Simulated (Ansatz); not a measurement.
# Ligand exchange: how K changes with temperature for BH2Br + SnH3(NH2) ⇌ BH2(NH2) + SnH3Br

Species: BH2Br `BBr`, singlet; SnH3(NH2), singlet; BH2(NH2), singlet; SnH3Br `[Br][SnH3]`, singlet. The partners trade Br for NH2: B–Br and Sn–NH2 bonds give way to B–NH2 and Sn–Br.

The electronic reaction energy at CCSD(T)/def2-TZVPP is -167.0 kJ/mol. Shapes: PBE0-D4/def2-TZVP. Programs: Ansatz 0.2.0. Enthalpy and entropy come from rigid-rotor, harmonic-oscillator sums on unscaled PBE0-D4/def2-TZVP wavenumbers, ideal gases at 1 bar. Symmetry numbers: BH2Br 2, SnH3(NH2) 1, BH2(NH2) 2, SnH3Br 3. R = 8.3145 J/(mol K).

```
T (K)  ΔH (kJ/mol)  ΔS (J/(mol K))
  300       -159.6           -20.4
  500       -160.9           -23.9
  700            ?               ?
```

**Question.** Work out ln K at 300 and 500 K, and from these estimate it at 700 K.

**Answer.** 
1. 300 K: ΔG = -159.6 − 300 × (-20.4)/1000 = -153.5 kJ/mol; ln K = −ΔG/RT = +61.54.
2. 500 K: ΔG = -160.9 − 500 × (-23.9)/1000 = -149.0 kJ/mol; ln K = −ΔG/RT = +35.84.
3. Slope against 1000/T: (+35.84 − (+61.54))/(2.0000 − 3.3333) = +19.27, that is −ΔH/R with ΔH near -160 kJ/mol.
4. 700 K: ln K = +61.54 + (+19.27) × (1.4286 − 3.3333) = +24.84.

The full sums give ΔH = -162.0 kJ/mol, ΔS = -25.7 J/(mol K), ΔG = -144.0 kJ/mol and ln K = +24.74 at 700 K, so the line is off by +0.10 in ln K; without rounding the miss is +0.09, from the change of ΔH with temperature. The products are favoured over this whole range. An error of 10 kJ/mol in the energy moves ln K by 1.7 at 700 K. Soft modes are treated as harmonic, which can err either way at these temperatures; the lowest are those of SnH3(NH2) (124 cm⁻¹), SnH3Br (258 cm⁻¹). For atoms past krypton def2 sets carry core potentials with scalar relativity. Relativity is left out for Br. Outer-core shells of Br, Sn are correlated, in sets that cover them unevenly.

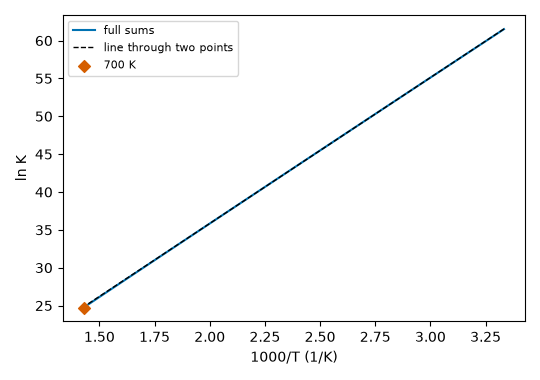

The van 't Hoff plot.
